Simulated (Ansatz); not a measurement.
**H2SO: geometry and frequencies at several levels**

Aim: geometry and frequencies at several levels, for H2SO, with the cost of each level.

Method: the levels named in each step, in Ansatz 0.2.0.

**1. The structure to begin with**

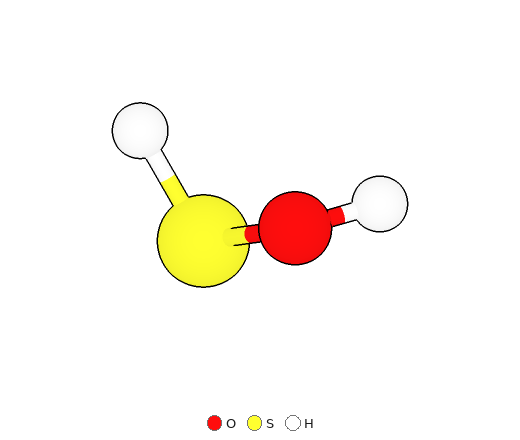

Start, viewed from a chosen angle; oxygen red, sulfur yellow, hydrogen white.

Coordinates:

```xyz
4

O    -0.9659   -0.2495    0.4479
S     0.4903    0.1716   -0.2288
H    -1.5004   -0.7210   -0.2014
H     1.2343   -0.7783    0.3699
```

**2. A rough first relaxation, PBE-D4/def2-SVP**

This run stands in another session on the same molecule. It ended at:

```xyz
4

O    -1.0191   -0.1889    0.4566
S     0.4940    0.1936   -0.2161
H    -1.4566   -0.7667   -0.2006
H     1.2400   -0.8152    0.3477
```

**3. Relaxation, PBE0-D4/def2-TZVPP**

This run stands in another session on the same molecule. It ended at:

```xyz
4

O    -0.9943   -0.1909    0.4378
S     0.4851    0.1905   -0.2035
H    -1.4406   -0.7670   -0.1879
H     1.2081   -0.8099    0.3413
```

**4. Frequencies, PBE0-D4/def2-TZVPP**

The input, input.yaml:

```yaml
crystal:
  periodic: [false, false, false]
  atoms:
    - { symbol: O, position_ang: [-0.99432592, -0.19086685, 0.43777842] }
    - { symbol: S, position_ang: [0.48509788, 0.1904942, -0.20352432] }
    - { symbol: H, position_ang: [-1.44060223, -0.76696828, -0.18793715] }
    - { symbol: H, position_ang: [1.20812028, -0.80990907, 0.34128306] }
basis:
  gaussian: { orbitals: def2-TZVPP }
hamiltonian:
  xc: pbe0
  dispersion: d4
phonons: {}
```

The run is started by

```
$ ansatz run input.yaml --threads 2 --pin off --max-ram 5120MiB --backend cpu --events-out ev --progress --plain --runs-dir out
```

Output (excerpt; [...] marks lines left out):

```text
Warning: RAYON_NUM_THREADS=2 ignored (pool sized by the plan → 2); use --threads N
[...]
Functional definition: PBE0
[...]
584 factors; their error is unknown
[...]
mean field -12909.48635578 eV, -474.4148732109 hartree, gradient 5.3e-5 eV, S^2 0.000000; 0 other end points of the search recorded, 0 dependent functions left out
[...]
reference -12909.48637479 eV, -474.4148739095 hartree; 13, 13 occupied and 88, 88 virtual orbitals, 584 factors
[...]
584 factors; their error is unknown
[...]
mean field -12909.48624605 eV, -474.4148691784 hartree, gradient 2.9e-6 eV, S^2 0.000000; 0 other end points of the search recorded, 0 dependent functions left out
[...]
reference -12909.48626507 eV, -474.4148698773 hartree; 13, 13 occupied and 88, 88 virtual orbitals, 584 factors
[...]
584 factors; their error is unknown
mean field -12909.48625268 eV, -474.4148694220 hartree, gradient 2.9e-6 eV, S^2 0.000000; 0 other end points of the search recorded, 0 dependent functions left out
[...]
reference -12909.48627168 eV, -474.4148701203 hartree; 13, 13 occupied and 88, 88 virtual orbitals, 584 factors
[...]
584 factors; their error is unknown
[...]
mean field -12909.48628522 eV, -474.4148706177 hartree, gradient 2.9e-6 eV, S^2 0.000000; 0 other end points of the search recorded, 0 dependent functions left out
[...]
reference -12909.48630424 eV, -474.4148713168 hartree; 13, 13 occupied and 88, 88 virtual orbitals, 584 factors
[...]
584 factors; their error is unknown
[...]
reference -12909.48633142 eV, -474.4148723155 hartree; 13, 13 occupied and 88, 88 virtual orbitals, 584 factors
[...]
584 factors; their error is unknown
mean field -12909.48630842 eV, -474.4148714702 hartree, gradient 2.9e-6 eV, S^2 0.000000; 0 other end points of the search recorded, 0 dependent functions left out
[...]
reference -12909.48632743 eV, -474.4148721690 hartree; 13, 13 occupied and 88, 88 virtual orbitals, 584 factors
[...]
584 factors; their error is unknown
mean field -12909.48633920 eV, -474.4148726016 hartree, gradient 2.9e-6 eV, S^2 0.000000; 0 other end points of the search recorded, 0 dependent functions left out
[...]
reference -12909.48635821 eV, -474.4148733003 hartree; 13, 13 occupied and 88, 88 virtual orbitals, 584 factors
[...]
584 factors; their error is unknown
mean field -12909.48634064 eV, -474.4148726545 hartree, gradient 2.9e-6 eV, S^2 0.000000; 0 other end points of the search recorded, 0 dependent functions left out
[...]
reference -12909.48635965 eV, -474.4148733530 hartree; 13, 13 occupied and 88, 88 virtual orbitals, 584 factors
Total energy: -12909.51639985 eV, -474.4159773100 hartree
Atom 0 at    -0.994326    -0.190867     0.437778 Å, force     0.000230     0.000139     0.000005 eV/Å
Atom 1 at     0.485098     0.190494    -0.203524 Å, force    -0.000058    -0.000537     0.000310 eV/Å
Atom 2 at    -1.440602    -0.766968    -0.187937 Å, force    -0.000046    -0.000001    -0.000120 eV/Å
Atom 3 at     1.208120    -0.809909     0.341283 Å, force    -0.000126     0.000399    -0.000195 eV/Å
Dipole moment:    -0.005133    -0.314513    -0.163185 e Å
Vibrations: 492.05 804.85 1031.35 1207.31 2641.21 3853.62 cm⁻¹, zero-point energy 0.621804 eV
```

Wall time 15 s (2 threads of Arm Neoverse V1, shared host); peak memory 0.14 GiB.

Harmonic frequencies (cm⁻¹; negative: imaginary): 492, 805, 1031, 1207, 2641, 3854.

**5. Relaxation, PBE-D4/def2-TZVPP**

Edit input.yaml of step 4 so:

```diff
@@ -10,4 +10,6 @@
 hamiltonian:
-  xc: pbe0
+  xc: pbe
   dispersion: d4
-phonons: {}
+relax:
+  f_tol: 0.002
+  max_steps: 150
```

The run is started by

```
$ ansatz run input.yaml --threads 2 --pin off --max-ram 5120MiB --backend cpu --events-out ev --progress --plain --runs-dir out
```

Output (excerpt; [...] marks lines left out):

```text
Warning: RAYON_NUM_THREADS=2 ignored (pool sized by the plan → 2); use --threads N
[...]
Functional definition: PBE
[...]
553 factors; their error is unknown
[...]
mean field -12908.69439595 eV, -474.3857692239 hartree, gradient 4.3e-5 eV, S^2 0.000000; 0 other end points of the search recorded, 0 dependent functions left out
[...]
reference -12908.69442182 eV, -474.3857701744 hartree; 13, 13 occupied and 88, 88 virtual orbitals, 553 factors
relax step   1: F+E_penalty+E_count = -12908.73121844 eV  Δ(F+E_penalty+E_count) = +0.000e0 eV  max|allowed force component| = 6.511e-1 eV/Å  Δτ_max = 0.0000 Å  (25 SCF iters, accepted)
[...]
relax step   5: F+E_penalty+E_count = -12908.74665297 eV  Δ(F+E_penalty+E_count) = -3.086e-4 eV  max|allowed force component| = 2.025e-3 eV/Å  Δτ_max = 0.0045 Å  (30 SCF iters, accepted)
[...]
relax step   6: F+E_penalty+E_count = -12908.74665313 eV  Δ(F+E_penalty+E_count) = -1.609e-7 eV  max|allowed force component| = 5.132e-4 eV/Å  Δτ_max = 0.0001 Å  (17 SCF iters, accepted)
553 factors; their error is unknown
[...]
mean field -12908.70987292 eV, -474.3863379920 hartree, gradient 2.7e-5 eV, S^2 0.000000; 1 other end points of the search recorded, 0 dependent functions left out
[...]
reference -12908.70989894 eV, -474.3863389484 hartree; 13, 13 occupied and 88, 88 virtual orbitals, 553 factors
Total energy: -12908.74667916 eV, -474.3876905962 hartree
Atom 0 at    -1.009575    -0.188021     0.448995 Å, force     0.000450    -0.000109     0.000089 eV/Å
Atom 1 at     0.493459     0.194545    -0.210586 Å, force    -0.000265     0.000513    -0.000317 eV/Å
Atom 2 at    -1.449096    -0.769893    -0.194754 Å, force    -0.000068    -0.000053    -0.000074 eV/Å
Atom 3 at     1.223501    -0.813882     0.343946 Å, force    -0.000117    -0.000351     0.000302 eV/Å
Dipole moment:    -0.005691    -0.303429    -0.162389 e Å
```

Run time: 4.7 s. Hardware: 2 threads of Arm Neoverse V1, shared host; peak memory 0.13 GiB.

Step by step:

| step | energy from step 1 (eV) | largest force component (eV/Å) |
| --- | --- | --- |
| 1 | 0.0000 | 0.6511 |
| 2 | -0.0105 | 0.3154 |
| 3 | -0.0150 | 0.0771 |
| 4 | -0.0151 | 0.1024 |
| 5 | -0.0154 | 0.0020 |
| 6 | -0.0154 | 0.0005 |

Step 1 is the start.

Before: Bond lengths: O1–S2 1.657 Å, O1–H3 0.961 Å, S2–H4 1.349 Å. Angles: O1–S2–H4 98.7°, S2–O1–H3 107.5°.

After: Bond lengths: O1–S2 1.685 Å, O1–H3 0.973 Å, S2–H4 1.363 Å. Angles: O1–S2–H4 98.7°, S2–O1–H3 106.2°.

**6. Frequencies, PBE-D4/def2-TZVPP**

The input, input.yaml:

```yaml
crystal:
  periodic: [false, false, false]
  atoms:
    - { symbol: O, position_ang: [-1.00957498, -0.18802061, 0.44899473] }
    - { symbol: S, position_ang: [0.49345915, 0.19454532, -0.21058616] }
    - { symbol: H, position_ang: [-1.44909557, -0.76989296, -0.19475448] }
    - { symbol: H, position_ang: [1.22350141, -0.81388175, 0.34394591] }
basis:
  gaussian: { orbitals: def2-TZVPP }
hamiltonian:
  xc: pbe
  dispersion: d4
phonons: {}
```

The run is started by

```
$ ansatz run input.yaml --threads 2 --pin off --max-ram 5120MiB --backend cpu --events-out ev --progress --plain --runs-dir out
```

Output (excerpt; [...] marks lines left out):

```text
Warning: RAYON_NUM_THREADS=2 ignored (pool sized by the plan → 2); use --threads N
[...]
[... 1 set-up line as earlier in the session ...]
[...]
553 factors; their error is unknown
[...]
mean field -12908.70987322 eV, -474.3863380030 hartree, gradient 4.6e-5 eV, S^2 0.000000; 0 other end points of the search recorded, 0 dependent functions left out
[...]
reference -12908.70989924 eV, -474.3863389594 hartree; 13, 13 occupied and 88, 88 virtual orbitals, 553 factors
[...]
553 factors; their error is unknown
mean field -12908.70977785 eV, -474.3863344982 hartree, gradient 1.3e-6 eV, S^2 0.000000; 0 other end points of the search recorded, 0 dependent functions left out
[...]
reference -12908.70980388 eV, -474.3863354549 hartree; 13, 13 occupied and 88, 88 virtual orbitals, 553 factors
[...]
553 factors; their error is unknown
[...]
reference -12908.70988494 eV, -474.3863384336 hartree; 13, 13 occupied and 88, 88 virtual orbitals, 553 factors
[...]
553 factors; their error is unknown
mean field -12908.70985790 eV, -474.3863374401 hartree, gradient 1.3e-6 eV, S^2 0.000000; 0 other end points of the search recorded, 0 dependent functions left out
[...]
reference -12908.70988392 eV, -474.3863383964 hartree; 13, 13 occupied and 88, 88 virtual orbitals, 553 factors
Total energy: -12908.74667945 eV, -474.3876906072 hartree
Atom 0 at    -1.009575    -0.188021     0.448995 Å, force     0.000450    -0.000111     0.000092 eV/Å
Atom 1 at     0.493459     0.194545    -0.210586 Å, force    -0.000267     0.000513    -0.000319 eV/Å
Atom 2 at    -1.449096    -0.769893    -0.194754 Å, force    -0.000067    -0.000052    -0.000076 eV/Å
Atom 3 at     1.223501    -0.813882     0.343946 Å, force    -0.000116    -0.000351     0.000303 eV/Å
Dipole moment:    -0.005691    -0.303430    -0.162388 e Å
Vibrations: 480.20 741.28 979.31 1163.15 2525.00 3680.42 cm⁻¹, zero-point energy 0.593225 eV
```

It took 13 s on 2 threads of Arm Neoverse V1, shared host; peak memory 0.13 GiB.

Harmonic frequencies (cm⁻¹; negative: imaginary): 480, 741, 979, 1163, 2525, 3680.

**7. Relaxation, r2SCAN-D4/def2-TZVPP**

The input, input.yaml:

```yaml
crystal:
  periodic: [false, false, false]
  atoms:
    - { symbol: O, position_ang: [-0.99432592, -0.19086685, 0.43777842] }
    - { symbol: S, position_ang: [0.48509788, 0.1904942, -0.20352432] }
    - { symbol: H, position_ang: [-1.44060223, -0.76696828, -0.18793715] }
    - { symbol: H, position_ang: [1.20812028, -0.80990907, 0.34128306] }
basis:
  gaussian: { orbitals: def2-TZVPP }
hamiltonian:
  xc: r2scan
  dispersion: d4
relax:
  f_tol: 0.002
  max_steps: 150
```

The run is started by

```
$ ansatz run input.yaml --threads 2 --pin off --max-ram 5120MiB --backend cpu --events-out ev --progress --plain --runs-dir out
```

Output (excerpt; [...] marks lines left out):

```text
Warning: RAYON_NUM_THREADS=2 ignored (pool sized by the plan → 2); use --threads N
[...]
Functional definition: r2SCAN
[...]
553 factors; their error is unknown
[...]
mean field -12913.65603032 eV, -474.5681059239 hartree, gradient 2.4e-5 eV, S^2 0.000000; 0 other end points of the search recorded, 0 dependent functions left out
[...]
reference -12913.65603739 eV, -474.5681061837 hartree; 13, 13 occupied and 88, 88 virtual orbitals, 553 factors
relax step   1: F+E_penalty+E_count = -12913.66414085 eV  Δ(F+E_penalty+E_count) = +0.000e0 eV  max|allowed force component| = 2.570e-1 eV/Å  Δτ_max = 0.0000 Å  (26 SCF iters, accepted)
[...]
relax step   5: F+E_penalty+E_count = -12913.66696084 eV  Δ(F+E_penalty+E_count) = -9.013e-5 eV  max|allowed force component| = 2.370e-3 eV/Å  Δτ_max = 0.0032 Å  (32 SCF iters, accepted)
[...]
relax step   6: F+E_penalty+E_count = -12913.66696107 eV  Δ(F+E_penalty+E_count) = -2.320e-7 eV  max|allowed force component| = 4.524e-4 eV/Å  Δτ_max = 0.0002 Å  (18 SCF iters, accepted)
553 factors; their error is unknown
[...]
mean field -12913.65885295 eV, -474.5682096535 hartree, gradient 2.8e-5 eV, S^2 0.000000; 1 other end points of the search recorded, 0 dependent functions left out
[...]
reference -12913.65886002 eV, -474.5682099134 hartree; 13, 13 occupied and 88, 88 virtual orbitals, 553 factors
Total energy: -12913.66696814 eV, -474.5685078813 hartree
Atom 0 at    -1.001797    -0.191031     0.443819 Å, force     0.000452     0.000165     0.000314 eV/Å
Atom 1 at     0.489286     0.190215    -0.207205 Å, force    -0.000080     0.000112    -0.000098 eV/Å
Atom 2 at    -1.442493    -0.766560    -0.191201 Å, force    -0.000068    -0.000242    -0.000283 eV/Å
Atom 3 at     1.213294    -0.809875     0.342187 Å, force    -0.000305    -0.000035     0.000066 eV/Å
Dipole moment:    -0.012126    -0.314768    -0.159170 e Å
```

Wall time 8.4 s (2 threads of Arm Neoverse V1, shared host); peak memory 0.14 GiB.

Relaxation path:

| step | energy from step 1 (eV) | largest force component (eV/Å) |
| --- | --- | --- |
| 1 | 0.0000 | 0.2570 |
| 2 | -0.0017 | 0.1820 |
| 3 | -0.0027 | 0.0328 |
| 4 | -0.0027 | 0.0494 |
| 5 | -0.0028 | 0.0024 |
| 6 | -0.0028 | 0.0005 |

Step 1 is the start.

Before: Bond lengths: O1–S2 1.657 Å, O1–H3 0.961 Å, S2–H4 1.349 Å. Angles: O1–S2–H4 98.7°, S2–O1–H3 107.5°.

After: Bond lengths: O1–S2 1.671 Å, O1–H3 0.964 Å, S2–H4 1.351 Å. Angles: O1–S2–H4 98.7°, S2–O1–H3 106.7°.

**8. Frequencies, r2SCAN-D4/def2-TZVPP**

The input, input.yaml:

```yaml
crystal:
  periodic: [false, false, false]
  atoms:
    - { symbol: O, position_ang: [-1.0017968, -0.19103063, 0.44381896] }
    - { symbol: S, position_ang: [0.48928579, 0.19021522, -0.20720532] }
    - { symbol: H, position_ang: [-1.44249341, -0.76655953, -0.19120086] }
    - { symbol: H, position_ang: [1.21329443, -0.80987506, 0.34218723] }
basis:
  gaussian: { orbitals: def2-TZVPP }
hamiltonian:
  xc: r2scan
  dispersion: d4
phonons: {}
```

The run is started by

```
$ ansatz run input.yaml --threads 2 --pin off --max-ram 5120MiB --backend cpu --events-out ev --progress --plain --runs-dir out
```

Output (excerpt; [...] marks lines left out):

```text
Warning: RAYON_NUM_THREADS=2 ignored (pool sized by the plan → 2); use --threads N
[...]
[... 1 set-up line as earlier in the session ...]
[...]
553 factors; their error is unknown
[...]
mean field -12913.65885209 eV, -474.5682096220 hartree, gradient 2.4e-5 eV, S^2 0.000000; 0 other end points of the search recorded, 0 dependent functions left out
[...]
reference -12913.65885916 eV, -474.5682098819 hartree; 13, 13 occupied and 88, 88 virtual orbitals, 553 factors
[...]
553 factors; their error is unknown
mean field -12913.65875366 eV, -474.5682060047 hartree, gradient 2.9e-6 eV, S^2 0.000000; 0 other end points of the search recorded, 0 dependent functions left out
[...]
reference -12913.65876074 eV, -474.5682062647 hartree; 13, 13 occupied and 88, 88 virtual orbitals, 553 factors
[...]
553 factors; their error is unknown
[...]
reference -12913.65884352 eV, -474.5682093071 hartree; 13, 13 occupied and 88, 88 virtual orbitals, 553 factors
[...]
553 factors; their error is unknown
mean field -12913.65883631 eV, -474.5682090420 hartree, gradient 3.0e-6 eV, S^2 0.000000; 0 other end points of the search recorded, 0 dependent functions left out
[...]
reference -12913.65884338 eV, -474.5682093018 hartree; 13, 13 occupied and 88, 88 virtual orbitals, 553 factors
Total energy: -12913.66696729 eV, -474.5685078499 hartree
Atom 0 at    -1.001797    -0.191031     0.443819 Å, force     0.000422     0.000157     0.000318 eV/Å
Atom 1 at     0.489286     0.190215    -0.207205 Å, force    -0.000053     0.000124    -0.000108 eV/Å
Atom 2 at    -1.442493    -0.766560    -0.191201 Å, force    -0.000066    -0.000243    -0.000276 eV/Å
Atom 3 at     1.213294    -0.809875     0.342187 Å, force    -0.000303    -0.000039     0.000066 eV/Å
Dipole moment:    -0.012126    -0.314768    -0.159169 e Å
Vibrations: 484.67 769.18 1020.53 1207.36 2605.38 3787.36 cm⁻¹, zero-point energy 0.612140 eV
```

Wall time 20 s (2 threads of Arm Neoverse V1, shared host); peak memory 0.14 GiB.

Harmonic frequencies (cm⁻¹; negative: imaginary): 485, 769, 1021, 1207, 2605, 3787.

**9. Relaxation, B3LYP-D4/def2-TZVPP**

The input, input.yaml:

```yaml
crystal:
  periodic: [false, false, false]
  atoms:
    - { symbol: O, position_ang: [-0.99432592, -0.19086685, 0.43777842] }
    - { symbol: S, position_ang: [0.48509788, 0.1904942, -0.20352432] }
    - { symbol: H, position_ang: [-1.44060223, -0.76696828, -0.18793715] }
    - { symbol: H, position_ang: [1.20812028, -0.80990907, 0.34128306] }
basis:
  gaussian: { orbitals: def2-TZVPP }
hamiltonian:
  xc: { name: B3LYP }
  dispersion: d4
relax:
  f_tol: 0.002
  max_steps: 150
```

The run is started by

```
$ ansatz run input.yaml --threads 2 --pin off --max-ram 5120MiB --backend cpu --events-out ev --progress --plain --runs-dir out
```

Output (excerpt; [...] marks lines left out):

```text
Warning: RAYON_NUM_THREADS=2 ignored (pool sized by the plan → 2); use --threads N
[...]
Functional definition: B3LYP
[...]
565 factors; their error is unknown
[...]
mean field -12916.03234224 eV, -474.6554337761 hartree, gradient 6.3e-5 eV, S^2 0.000000; 0 other end points of the search recorded, 0 dependent functions left out
[...]
reference -12916.03252303 eV, -474.6554404200 hartree; 13, 13 occupied and 88, 88 virtual orbitals, 565 factors
relax step   1: F+E_penalty+E_count = -12916.09247512 eV  Δ(F+E_penalty+E_count) = +0.000e0 eV  max|allowed force component| = 3.834e-1 eV/Å  Δτ_max = 0.0000 Å  (25 SCF iters, accepted)
[...]
relax step   5: F+E_penalty+E_count = -12916.09645097 eV  Δ(F+E_penalty+E_count) = -2.245e-5 eV  max|allowed force component| = 5.479e-3 eV/Å  Δτ_max = 0.0013 Å  (32 SCF iters, accepted)
[...]
relax step   6: F+E_penalty+E_count = -12916.09645223 eV  Δ(F+E_penalty+E_count) = -1.263e-6 eV  max|allowed force component| = 1.105e-3 eV/Å  Δτ_max = 0.0006 Å  (19 SCF iters, accepted)
565 factors; their error is unknown
[...]
mean field -12916.03637328 eV, -474.6555819143 hartree, gradient 9.0e-5 eV, S^2 0.000000; 1 other end points of the search recorded, 0 dependent functions left out
[...]
reference -12916.03655442 eV, -474.6555885710 hartree; 13, 13 occupied and 88, 88 virtual orbitals, 565 factors
Total energy: -12916.09663337 eV, -474.6577964317 hartree
Atom 0 at    -1.001137    -0.191970     0.439145 Å, force     0.001105     0.000445     0.000489 eV/Å
Atom 1 at     0.494823     0.193163    -0.204979 Å, force    -0.000758     0.000332    -0.000188 eV/Å
Atom 2 at    -1.449946    -0.768712    -0.188308 Å, force    -0.000519    -0.000422    -0.000655 eV/Å
Atom 3 at     1.214550    -0.809731     0.341741 Å, force     0.000173    -0.000354     0.000354 eV/Å
Dipole moment:     0.011523    -0.304354    -0.173936 e Å
```

Run time: 5.7 s. Hardware: 2 threads of Arm Neoverse V1, shared host; peak memory 0.14 GiB.

Relaxation path:

| step | E - E(step 1) (eV) | largest force component (eV/Å) |
| --- | --- | --- |
| 1 | 0.0000 | 0.3835 |
| 2 | -0.0026 | 0.2305 |
| 3 | -0.0039 | 0.0401 |
| 4 | -0.0040 | 0.0172 |
| 5 | -0.0040 | 0.0055 |
| 6 | -0.0040 | 0.0011 |

Step 1 is the start.

Before: Bond lengths: O1–S2 1.657 Å, O1–H3 0.961 Å, S2–H4 1.349 Å. Angles: O1–S2–H4 98.7°, S2–O1–H3 107.5°.

After: Bond lengths: O1–S2 1.674 Å, O1–H3 0.963 Å, S2–H4 1.350 Å. Angles: O1–S2–H4 98.6°, S2–O1–H3 107.7°.

**10. Frequencies, B3LYP-D4/def2-TZVPP**

The input, input.yaml:

```yaml
crystal:
  periodic: [false, false, false]
  atoms:
    - { symbol: O, position_ang: [-1.00113725, -0.19196975, 0.43914541] }
    - { symbol: S, position_ang: [0.49482282, 0.19316278, -0.20497864] }
    - { symbol: H, position_ang: [-1.44994559, -0.76871234, -0.18830815] }
    - { symbol: H, position_ang: [1.21455002, -0.80973069, 0.34174139] }
basis:
  gaussian: { orbitals: def2-TZVPP }
hamiltonian:
  xc: { name: B3LYP }
  dispersion: d4
phonons: {}
```

The run is started by

```
$ ansatz run input.yaml --threads 2 --pin off --max-ram 5120MiB --backend cpu --events-out ev --progress --plain --runs-dir out
```

Output (excerpt; [...] marks lines left out):

```text
Warning: RAYON_NUM_THREADS=2 ignored (pool sized by the plan → 2); use --threads N
[...]
[... 1 set-up line as earlier in the session ...]
[...]
565 factors; their error is unknown
[...]
mean field -12916.03637333 eV, -474.6555819159 hartree, gradient 2.9e-5 eV, S^2 0.000000; 0 other end points of the search recorded, 0 dependent functions left out
[...]
reference -12916.03655447 eV, -474.6555885728 hartree; 13, 13 occupied and 88, 88 virtual orbitals, 565 factors
[...]
565 factors; their error is unknown
mean field -12916.03626868 eV, -474.6555780703 hartree, gradient 7.5e-7 eV, S^2 0.000000; 0 other end points of the search recorded, 0 dependent functions left out
[...]
reference -12916.03644985 eV, -474.6555847280 hartree; 13, 13 occupied and 88, 88 virtual orbitals, 565 factors
[...]
565 factors; their error is unknown
[...]
reference -12916.03653950 eV, -474.6555880228 hartree; 13, 13 occupied and 88, 88 virtual orbitals, 565 factors
[...]
565 factors; their error is unknown
mean field -12916.03635736 eV, -474.6555813292 hartree, gradient 7.5e-7 eV, S^2 0.000000; 0 other end points of the search recorded, 0 dependent functions left out
[...]
reference -12916.03653848 eV, -474.6555879852 hartree; 13, 13 occupied and 88, 88 virtual orbitals, 565 factors
Total energy: -12916.09663342 eV, -474.6577964335 hartree
Atom 0 at    -1.001137    -0.191970     0.439145 Å, force     0.001104     0.000447     0.000487 eV/Å
Atom 1 at     0.494823     0.193163    -0.204979 Å, force    -0.000758     0.000333    -0.000186 eV/Å
Atom 2 at    -1.449946    -0.768712    -0.188308 Å, force    -0.000519    -0.000425    -0.000654 eV/Å
Atom 3 at     1.214550    -0.809731     0.341741 Å, force     0.000173    -0.000356     0.000354 eV/Å
Dipole moment:     0.011523    -0.304354    -0.173936 e Å
Vibrations: 480.65 763.52 1020.34 1198.56 2602.12 3795.61 cm⁻¹, zero-point energy 0.611292 eV
```

Run time: 15 s. Hardware: 2 threads of Arm Neoverse V1, shared host; peak memory 0.14 GiB.

Harmonic frequencies (cm⁻¹; negative: imaginary): 481, 764, 1020, 1199, 2602, 3796.

(Part 1 of 2 ends here.)
